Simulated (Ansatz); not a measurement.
ScAl₂N₃

The calculation's input:

```
crystal:
  lattice:
    - [7.4574371422, 0.0, 0.0]
    - [-3.7287185711, 6.4583300123, 0.0]
    - [0.0, 0.0, 3.5275940286]
  atoms:
    - { symbol: Sc, position: [0.0, 0.0, 0.0] }
    - { symbol: Al, position: [0.3333333333, 0.6666666667, 0.0] }
    - { symbol: Al, position: [0.6666666667, 0.3333333333, 0.0] }
    - { symbol: "N", position: [0.3333333333, 0.6666666667, 0.5] }
    - { symbol: "N", position: [0.6666666667, 0.3333333333, 0.5] }
    - { symbol: "N", position: [0.0, 0.0, 0.5] }
basis:
  ecutwfc: 420
kpoints:
  mp_grid: { grid: [6, 6, 10] }
hamiltonian:
  xc: pbe
scf:
  occupations: { method: gaussian, width: 0.1 }
output:
  forces: true
  stress: true
  eigenvalues: true
  write_density: true
  write_potential: true
  elf: true
  volumetric_format: npy
relax:
  adjacent_minimum: "off"
  f_tol: 0.01
  max_steps: 80
  cell: { stress_tol: 0.05 }
```

Launched as:

```sh
ansatz run input.yaml --threads 1 --pin off --max-ram 2560MiB --backend cpu --events-out ev --progress --plain --runs-dir out
```

Below, planes, directions and counts refer to the conventional cell (a = 7.45 Å, b = 7.45 Å, c = 3.52 Å, α = 90.00°, β = 90.00°, γ = 120.00°).

Space group P6/mmm; a structure generated by program, which may or may not match a known phase.

Level of theory: Ansatz 0.2.0, DFT PBE, scalar-relativistic, plane waves, PAW.

### What will maps of the valence pseudo-density and electron localisation function show?

Sc–N (1.76 Å): the density is about 1.3 e/Å³ at the midpoint; the ELF peaks at about 0.75 in the valence shell of N, 0.5 Å from its nucleus, and drops to about 0.35 between the two atoms.
Al–N (1.76 Å): ρ at the midpoint is about 0.81 e/Å³; the ELF peaks at about 0.85 in the valence shell of N, 0.7 Å from its nucleus, and is about 0.80 at the midpoint.

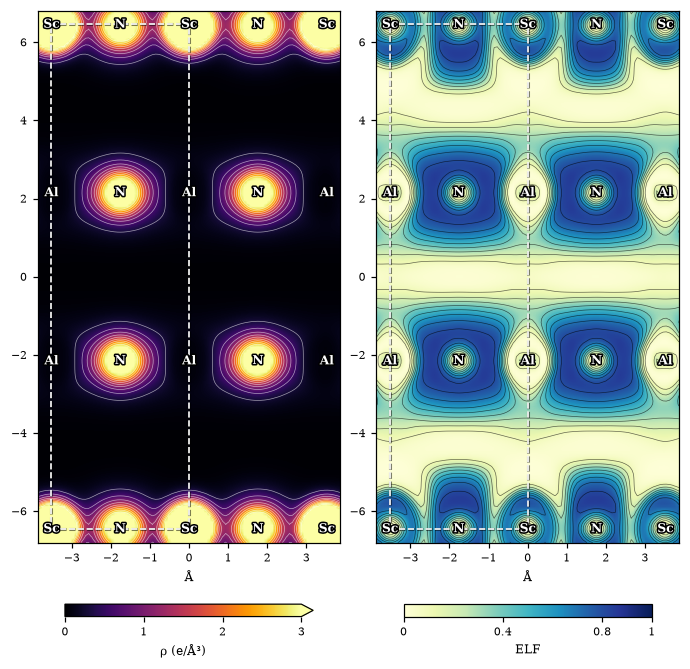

Computed valence pseudo-density and electron localisation function on the (110) plane of the conventional cell, in this order. 
